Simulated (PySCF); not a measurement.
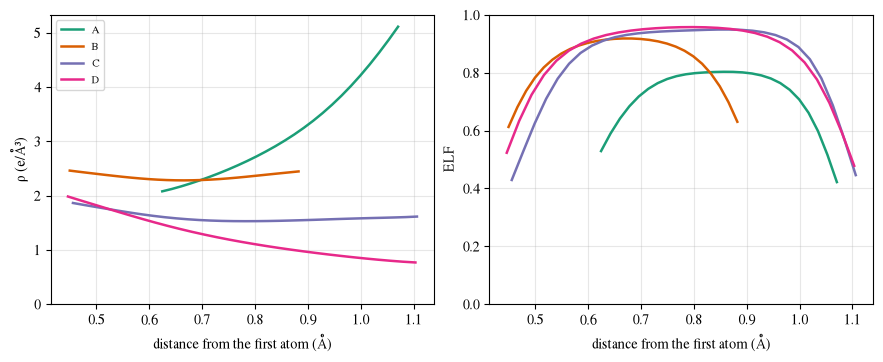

C₄H₆O₃SSi (SMILES O=S(=O)(O)C1=CC=C[SiH2]1). Electron density and ELF along straight lines between neighbouring atoms. The curves leave out the atomic cores.

Geometry: GFN2-xTB.

Theory: PySCF 2.14.0, PBE0/pcSseg-1, SCF density, gas phase, non-relativistic.

```xyz
15

O    -2.3326   -1.6294   -0.1394
S    -1.9832   -0.2672   -0.3846
O    -2.4771    0.3837   -1.5628
O    -2.4975    0.6221    0.8760
C    -0.2666   -0.0913   -0.1991
C     0.4810    0.7022   -0.9642
C     1.9033    0.6993   -0.6381
C     2.2710   -0.1002    0.3736
Si    0.7584   -1.0144    1.0758
H    -3.0568    1.3242    0.5421
H     0.0871    1.3019   -1.7705
H     2.5814    1.3202   -1.2048
H     3.2975   -0.1722    0.6918
H     0.8029   -2.4531    0.8395
H     0.4269   -0.6177    2.4426
```

> Which curve belongs to which contact (C–C, C–S, C–Si and S–O)? The first atom named is at distance zero.

Curve A: S–O (1.43 Å): ρ at the midpoint is about 2.3 e/Å³; the ELF peaks at about 0.80 between the atoms; a polar covalent bond. Curve B: C–C (1.33 Å): ρ is about 2.3 e/Å³ halfway; the ELF peaks at about 0.90 between the atoms: a multiple bond. Curve C: C–S (1.74 Å): ρ at the midpoint is about 1.5 e/Å³; the ELF peaks at about 0.95 between the atoms; localised, covalent bonding. Curve D: C–Si (1.88 Å): ρ is about 0.91 e/Å³ halfway; the ELF peaks at about 0.95 between the atoms, as expected for localised, covalent bonding.
